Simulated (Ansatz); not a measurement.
Relaxed WC (WC type, space group P-6m2):

```yaml
crystal:
  lattice:
    - [2.92185, 0.00000, 0.00000]
    - [-1.46093, 2.53040, 0.00000]
    - [0.00000, 0.00000, 2.84710]
  atoms:
    - { symbol: W, position: [0.00000, 0.00000, 0.00000] }
    - { symbol: C, position: [0.66667, 0.33333, 0.50000] }
```

Scan: atom 2 (C, nearest neighbour W at 2.207 Å; its periodic images, 2.8 Å or more away, move with it) is displaced towards the nearest neighbour, direction (-0.662, -0.382, -0.645) in Cartesian axes, by s. The other atoms stay.

Method: PBE (plane waves to 420 eV, PAW, scalar-relativistic; Ansatz, a quantum-chemistry and plane-wave program). k mesh 15×15×13 (Γ-centred), Fermi-Dirac smearing 0.05 eV. The energy includes the smearing's −TS. Left out: 1 of 11 points, with atoms too close for the PAW data. With partly filled bands, energies and forces of such displacements shift with the k mesh and the smearing. Spin-orbit coupling is left out, though W is heavy. WC is run without spin polarisation. WC was relaxed with its symmetry unable to fall. The zero of ΔE is the undisplaced structure.

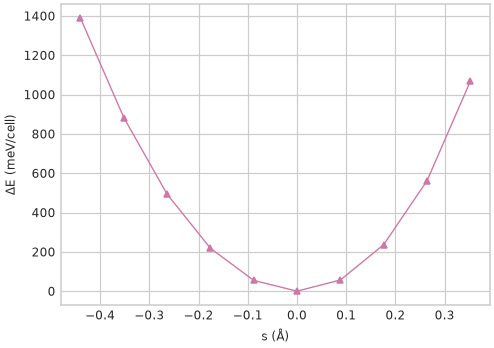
Fig. 1. ΔE (meV/cell) against s (Å); markers are the computed points, lines only join them.

Is the energy the same for displacements of ±0.352 Å, and if not, which side lies higher?

Not even: the positive side lies higher at ±0.352 Å.

What is the energy change at s = 0.352 Å?

About 1100 meV/cell.

(For displaced atoms, the force is minus the slope of the energy, and its curvature is a force constant, which sets phonon frequencies.)
